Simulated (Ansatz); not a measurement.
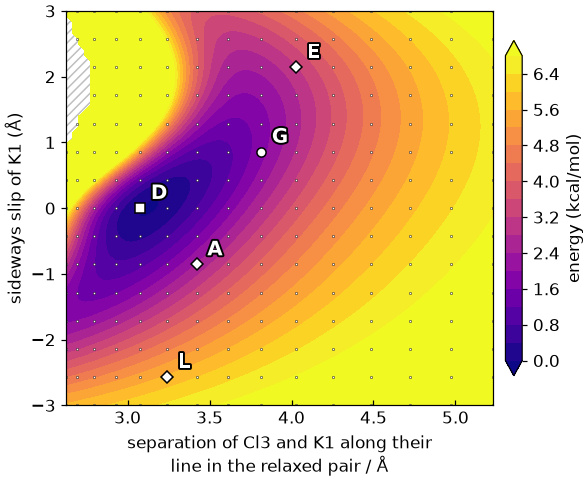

Cl2K, charge +1. Coordinates scanned: (1) separation of Cl3 and K1 along their line in the relaxed pair; (2) sideways slip of K1. Nothing is relaxed (both partners rigid). Grid: 15 × 15 points. At 6 points there is no value (left out of the scan, as a rule where atoms come close). Points are written as (first, second). Energies: kcal/mol, counted from the lowest grid point. These are results of RKS SPW92 (LDA)/def2-TZVPD in Ansatz, not measurements.

The picture shows filled contours, dots at the grid points, one colour for all values above the top of the scale, hatched blanks where no value was computed, lettered points. Between grid points the surface is interpolated.

Question: Is E the lowest point of the computed grid?

Answer: No. E lies 3.2 kcal/mol above the lowest grid point, which is at (3.077 Å, 0.00 Å).

Question: What kind of point is each of A, D, E, G, L: minimum, saddle, maximum or slope?

Answer: A: on a slope; D: minimum; E: on a slope; G: on a slope; L: on a slope. (In these two coordinates alone; a stationary point may lie a little off the grid point.)
